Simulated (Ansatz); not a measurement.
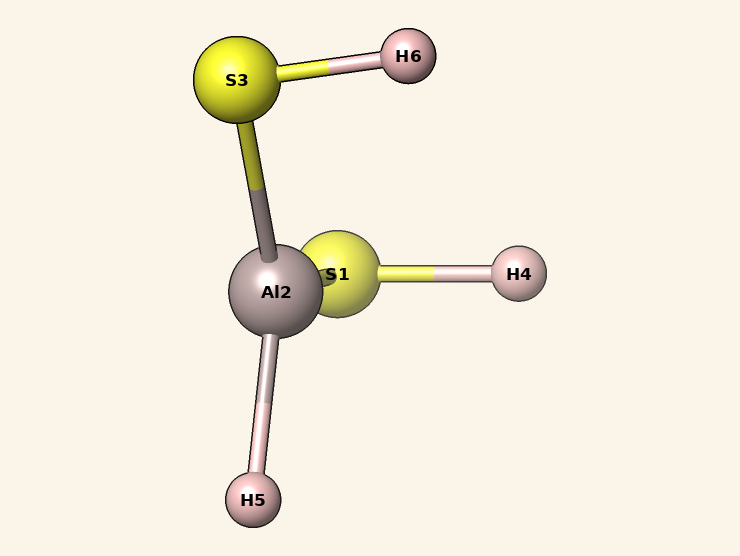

The picture comes from a calculation with Ansatz.

S1 lies behind Al2. The molecule seen a little off the Al2–S1 bond, Al2 in front. Atoms fade into the background with distance from the viewer. Geometry: atoms displaced at random (about 0.07 Å) from a stationary point of GFN2-xTB.

> What is the torsion angle S3–Al2–S1–H4? The sign is positive where the front bond must turn clockwise to cover the back bond.

89°, about perpendicular.
